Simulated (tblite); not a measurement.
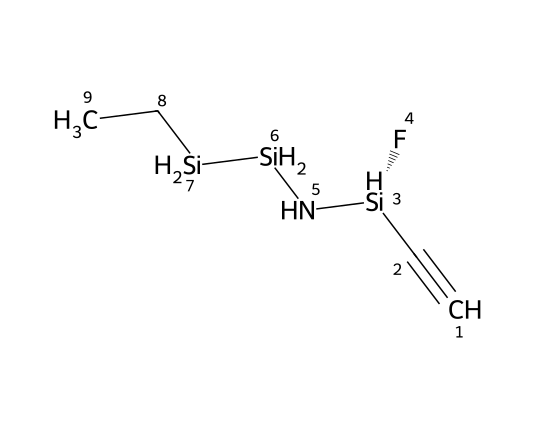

Skeletal drawing with numbered atoms; wedges and dashes mark any stereocentres. The configuration is that of a computed structure (GFN2-xTB).

Q: Assign CIP descriptors.

A: Si3: R.

Q: Give a SMILES with the stereochemistry.

A: C#C[Si@@H](F)N[SiH2][SiH2]CC
